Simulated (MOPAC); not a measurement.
**Ge₂H₃F: geometry relaxation (part 3 of 3)**

Ge₂H₃F, multiplicity 3, SMILES [F][Ge][GeH3]; PM6-D3, unrestricted, dispersion D3, COSMO solvent benzene (MOPAC 23.2.5). The geometry comes from this level: GFN2-xTB.

Geometry of the input (Å):
```
F  0.0000  0.0000  0.0000
Ge 1.8525  0.0000  0.0000
Ge 2.2290  2.4808  0.0000
H  1.8117  3.3312  -1.2100
H  3.7528  2.4852  0.0126
H  1.7902  3.3301  1.2027
```

Output, continued:
```
 250.00  VIB.     0.7927D+01                  1289.2352    10.1224     9.2710
         ROT.     0.1145D+06                   745.2016     2.9808    26.1283
         INT.     0.9076D+06                  2034.4368    13.1032    35.3993
         TRA.     0.1606D+28                  1242.0027     4.9680    40.3755
         TOT.                        2.925    3276.4394    18.0712    75.7747

 260.00  VIB.     0.8793D+01                  1392.0772    10.4439     9.6743
         ROT.     0.1214D+06                   775.0097     2.9808    26.2452
         INT.     0.1068D+07                  2167.0868    13.4247    35.9195
         TRA.     0.1703D+28                  1291.6828     4.9680    40.5703
         TOT.                        3.107    3458.7696    18.3927    76.4898

 270.00  VIB.     0.9752D+01                  1498.0698    10.7525    10.0743
         ROT.     0.1285D+06                   804.8177     2.9808    26.3577
         INT.     0.1253D+07                  2302.8875    13.7333    36.4320
         TRA.     0.1803D+28                  1341.3629     4.9680    40.7578
         TOT.                        3.293    3644.2504    18.7013    77.1898

 280.00  VIB.     0.1081D+02                  1607.0854    11.0485    10.4707
         ROT.     0.1357D+06                   834.6258     2.9808    26.4661
         INT.     0.1467D+07                  2441.7112    14.0293    36.9368
         TRA.     0.1904D+28                  1391.0430     4.9680    40.9385
         TOT.                        3.481    3832.7542    18.9973    77.8753

 290.00  VIB.     0.1199D+02                  1718.9984    11.3321    10.8634
         ROT.     0.1430D+06                   864.4339     2.9808    26.5707
         INT.     0.1715D+07                  2583.4323    14.3129    37.4341
         TRA.     0.2007D+28                  1440.7231     4.9680    41.1128
         TOT.                        3.673    4024.1554    19.2809    78.5469

 300.00  VIB.     0.1328D+02                  1833.6863    11.6035    11.2522
         ROT.     0.1505D+06                   894.2419     2.9808    26.6718
         INT.     0.1999D+07                  2727.9282    14.5843    37.9239
         TRA.     0.2111D+28                  1490.4032     4.9680    41.2812
         TOT.                        3.867    4218.3314    19.5524    79.2052

 310.00  VIB.     0.1471D+02                  1951.0305    11.8634    11.6369
         ROT.     0.1581D+06                   924.0500     2.9808    26.7695
         INT.     0.2326D+07                  2875.0805    14.8442    38.4064
         TRA.     0.2218D+28                  1540.0833     4.9680    41.4441
         TOT.                        4.064    4415.1638    19.8122    79.8506

 320.00  VIB.     0.1629D+02                  2070.9174    12.1122    12.0175
         ROT.     0.1658D+06                   953.8580     2.9808    26.8642
         INT.     0.2702D+07                  3024.7754    15.0930    38.8817
         TRA.     0.2326D+28                  1589.7634     4.9680    41.6019
         TOT.                        4.263    4614.5388    20.0610    80.4835

 330.00  VIB.     0.1804D+02                  2193.2384    12.3503    12.3939
         ROT.     0.1736D+06                   983.6661     2.9808    26.9559
         INT.     0.3132D+07                  3176.9045    15.3311    39.3498
         TRA.     0.2436D+28                  1639.4435     4.9680    41.7547
         TOT.                        4.465    4816.3480    20.2991    81.1045

 340.00  VIB.     0.1996D+02                  2317.8906    12.5785    12.7660
         ROT.     0.1816D+06                  1013.4742     2.9808    27.0449
         INT.     0.3624D+07                  3331.3648    15.5593    39.8109
         TRA.     0.2547D+28                  1689.1236     4.9680    41.9031
         TOT.                        4.669    5020.4884    20.5273    81.7139

 350.00  VIB.     0.2207D+02                  2444.7767    12.7972    13.1338
         ROT.     0.1897D+06                  1043.2822     2.9808    27.1313
         INT.     0.4186D+07                  3488.0589    15.7780    40.2651
         TRA.     0.2661D+28                  1738.8037     4.9680    42.0471
         TOT.                        4.875    5226.8626    20.7460    82.3121

 360.00  VIB.     0.2439D+02                  2573.8051    13.0070    13.4973
         ROT.     0.1978D+06                  1073.0903     2.9808    27.2152
         INT.     0.4826D+07                  3646.8954    15.9879    40.7125
         TRA.     0.2775D+28                  1788.4838     4.9680    42.1870
         TOT.                        5.084    5435.3792    20.9559    82.8995

 370.00  VIB.     0.2695D+02                  2704.8900    13.2086    13.8564
         ROT.     0.2061D+06                  1102.8984     2.9808    27.2969
         INT.     0.5556D+07                  3807.7883    16.1894    41.1533
         TRA.     0.2892D+28                  1838.1639     4.9680    42.3231
         TOT.                        5.294    5645.9523    21.1574    83.4765

 380.00  VIB.     0.2976D+02                  2837.9509    13.4023    14.2113
         ROT.     0.2146D+06                  1132.7064     2.9808    27.3764
         INT.     0.6385D+07                  3970.6573    16.3832    41.5877
         TRA.     0.3010D+28                  1887.8440     4.9680    42.4556
         TOT.                        5.507    5858.5013    21.3512    84.0433

 390.00  VIB.     0.3285D+02                  2972.9128    13.5889    14.5618
         ROT.     0.2231D+06                  1162.5145     2.9808    27.4538
         INT.     0.7327D+07                  4135.4273    16.5697    42.0156
         TRA.     0.3129D+28                  1937.5242     4.9680    42.5847
         TOT.                        5.721    6072.9514    21.5377    84.6003

 400.00  VIB.     0.3623D+02                  3109.7058    13.7686    14.9081
         ROT.     0.2317D+06                  1192.3226     2.9808    27.5293
         INT.     0.8395D+07                  4302.0283    16.7495    42.4374
         TRA.     0.3251D+28                  1987.2043     4.9680    42.7105
         TOT.                        5.938    6289.2326    21.7175    85.1479

   *: NOTE: HEATS OF FORMATION ARE RELATIVE TO THE
            ELEMENTS IN THEIR STANDARD STATE AT 298K
              (=  Standard Enthalpy of Formation).

            Hvib:  Zero-point energy is not included.
                   frequencies of less than zero cm-1 are not included.
            Hrot = (3/2)RT
            Htra = (3/2)RT + pV = (5/2)RT

            Heat capacity is Cp, not Cv

           FORCE CONSTANT IN INTERNAL COORDINATES (Millidynes/A)

    ATOM   CHEMICAL  BOND LENGTH      BOND ANGLE     TWIST ANGLE
   NUMBER   SYMBOL  FORCE CONSTANT  FORCE CONSTANT  FORCE CONSTANT

      1       F        0.000000        0.000000        0.000000
      2      Ge        3.657349        0.000000        0.000000
      3      Ge        1.476778        0.087619        0.000000
      4       H        3.036776        0.490461        0.066745
      5       H        3.083825        0.475135        0.430606
      6       H        3.020967        0.525751        0.386293

 *                    *
 * JOB ENDED NORMALLY *
 *                    *

 TOTAL JOB TIME:             0.95 SECONDS

 == MOPAC DONE ==
```

Trajectory as extended XYZ (Å, eV, eV/Å), 22 frames, from step=0 to step=21:
```
6
Properties=species:S:1:pos:R:3 step=0 energy=0.66744
F     0.0000    0.0000    0.0000
Ge    1.8525    0.0000    0.0000
Ge    2.2290    2.4808    0.0000
H     1.8117    3.3312   -1.2100
H     3.7528    2.4852    0.0126
H     1.7902    3.3301    1.2027
6
Properties=species:S:1:pos:R:3 step=1 energy=0.46177
F     0.0000    0.0000    0.0000
Ge    1.8080    0.0000    0.0000
Ge    2.2393    2.4590    0.0000
H     1.8347    3.2980   -1.2179
H     3.7674    2.5194    0.0718
H     1.6926    3.1574    1.2504
6
Properties=species:S:1:pos:R:3 step=2 energy=0.29438
F     0.0000    0.0000    0.0000
Ge    1.7348    0.0000    0.0000
Ge    2.2935    2.4050    0.0000
H     1.9148    3.2075   -1.2411
H     3.8196    2.5129    0.1632
H     1.5979    2.9130    1.2626
6
Properties=species:S:1:pos:R:3 step=3 energy=0.26202
F     0.0000    0.0000    0.0000
Ge    1.7215    0.0000    0.0000
Ge    2.3669    2.3704    0.0000
H     2.0029    3.1426   -1.2615
H     3.8895    2.4617    0.1965
H     1.6224    2.8511    1.2454
6
Properties=species:S:1:pos:R:3 step=4 energy=0.21529
F     0.0000    0.0000    0.0000
Ge    1.7208    0.0000    0.0000
Ge    2.5385    2.2978    0.0000
H     2.1955    3.0021   -1.3042
H     4.0529    2.3113    0.2349
H     1.7442    2.8177    1.2011
6
Properties=species:S:1:pos:R:3 step=5 energy=0.18413
F     0.0000    0.0000    0.0000
Ge    1.7329    0.0000    0.0000
Ge    2.7099    2.2244    0.0000
H     2.3766    2.8600   -1.3433
H     4.2112    2.1216    0.2493
H     1.9237    2.8595    1.1539
6
Properties=species:S:1:pos:R:3 step=6 energy=0.17356
F     0.0000    0.0000    0.0000
Ge    1.7408    0.0000    0.0000
Ge    2.7879    2.1955    0.0000
H     2.4559    2.8022   -1.3609
H     4.2787    2.0080    0.2415
H     2.0525    2.9219    1.1339
6
Properties=species:S:1:pos:R:3 step=7 energy=0.16959
F     0.0000    0.0000    0.0000
Ge    1.7409    0.0000    0.0000
Ge    2.8139    2.1898    0.0000
H     2.4836    2.7894   -1.3672
H     4.2998    1.9563    0.2307
H     2.1214    2.9544    1.1335
6
Properties=species:S:1:pos:R:3 step=8 energy=0.16762
F     0.0000    0.0000    0.0000
Ge    1.7379    0.0000    0.0000
Ge    2.8288    2.1881    0.0000
H     2.5014    2.7859   -1.3700
H     4.3123    1.9234    0.2208
H     2.1685    2.9636    1.1420
6
Properties=species:S:1:pos:R:3 step=9 energy=0.16665
F     0.0000    0.0000    0.0000
Ge    1.7350    0.0000    0.0000
Ge    2.8428    2.1855    0.0000
H     2.5190    2.7826   -1.3709
H     4.3249    1.8993    0.2137
H     2.2021    2.9557    1.1537
6
Properties=species:S:1:pos:R:3 step=10 energy=0.16653
F     0.0000    0.0000    0.0000
Ge    1.7344    0.0000    0.0000
Ge    2.8510    2.1833    0.0000
H     2.5300    2.7803   -1.3702
H     4.3329    1.8900    0.2114
H     2.2137    2.9434    1.1613
6
Properties=species:S:1:pos:R:3 step=11 energy=0.16641
F     0.0000    0.0000    0.0000
Ge    1.7352    0.0000    0.0000
Ge    2.8560    2.1818    0.0000
H     2.5367    2.7786   -1.3695
H     4.3374    1.8857    0.2112
H     2.2172    2.9361    1.1643
6
Properties=species:S:1:pos:R:3 step=12 energy=0.16638
F     0.0000    0.0000    0.0000
Ge    1.7359    0.0000    0.0000
Ge    2.8574    2.1815    0.0000
H     2.5390    2.7784   -1.3691
H     4.3384    1.8841    0.2113
H     2.2170    2.9344    1.1648
6
Properties=species:S:1:pos:R:3 step=13 energy=0.16636
F     0.0000    0.0000    0.0000
Ge    1.7363    0.0000    0.0000
Ge    2.8576    2.1816    0.0000
H     2.5401    2.7786   -1.3690
H     4.3382    1.8827    0.2114
H     2.2161    2.9344    1.1645
6
Properties=species:S:1:pos:R:3 step=14 energy=0.16601
F     0.0000    0.0000    0.0000
Ge    1.7364    0.0000    0.0000
Ge    2.8573    2.1818    0.0000
H     2.5407    2.7790   -1.3691
H     4.3374    1.8811    0.2114
H     2.2146    2.9353    1.1636
6
Properties=species:S:1:pos:R:3 step=15 energy=0.16601
F     0.0000    0.0000    0.0000
Ge    1.7364    0.0000    0.0000
Ge    2.8599    2.1812    0.0000
H     2.5460    2.7782   -1.3697
H     4.3381    1.8704    0.2096
H     2.2176    2.9372    1.1622
6
Properties=species:S:1:pos:R:3 step=16 energy=0.16599
F     0.0000    0.0000    0.0000
Ge    1.7362    0.0000    0.0000
Ge    2.8581    2.1816    0.0000
H     2.5425    2.7787   -1.3695
H     4.3375    1.8766    0.2102
H     2.2157    2.9362    1.1629
6
Properties=species:S:1:pos:R:3 step=17 energy=0.16599
F     0.0000    0.0000    0.0000
Ge    1.7360    0.0000    0.0000
Ge    2.8578    2.1817    0.0000
H     2.5418    2.7788   -1.3696
H     4.3375    1.8773    0.2096
H     2.2156    2.9360    1.1630
6
Properties=species:S:1:pos:R:3 step=18 energy=0.16599
F     0.0000    0.0000    0.0000
Ge    1.7359    0.0000    0.0000
Ge    2.8577    2.1817    0.0000
H     2.5413    2.7786   -1.3698
H     4.3378    1.8774    0.2082
H     2.2161    2.9358    1.1631
6
Properties=species:S:1:pos:R:3 step=19 energy=0.16599
F     0.0000    0.0000    0.0000
Ge    1.7359    0.0000    0.0000
Ge    2.8579    2.1816    0.0000
H     2.5410    2.7785   -1.3698
H     4.3381    1.8772    0.2070
H     2.2167    2.9357    1.1633
6
Properties=species:S:1:pos:R:3 step=20 energy=0.16599
F     0.0000    0.0000    0.0000
Ge    1.7361    0.0000    0.0000
Ge    2.8580    2.1816    0.0000
H     2.5403    2.7784   -1.3696
H     4.3385    1.8772    0.2049
H     2.2178    2.9356    1.1639
6
Properties=species:S:1:pos:R:3 step=21 energy=0.16599
F     0.0000    0.0000    0.0000
Ge    1.7361    0.0000    0.0000
Ge    2.8579    2.1816    0.0000
H     2.5400    2.7786   -1.3694
H     4.3385    1.8774    0.2048
H     2.2180    2.9356    1.1641
```

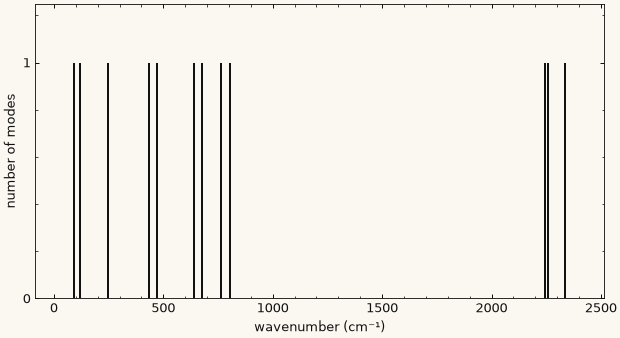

Figure 1. Harmonic vibrational wavenumbers from the force constants; neighbouring modes closer than 10 cm⁻¹ are counted in one stick. 12 modes from 94 to 2336 cm⁻¹, none imaginary.

Summary:

```tsv
quantity	value
outcome	converged
heat of formation	3.83 kcal/mol
basis functions	15
⟨S²⟩	2.002
zero-point energy	0.025271 hartree
wavenumbers, lowest and highest	94 and 2336 cm⁻¹
wall time	0.77 s
peak memory	0.11 GiB
```

Remarks:

Settings chosen away from the usual ones: converger; damp; itry. MOPAC's energies along a path are heats of formation.
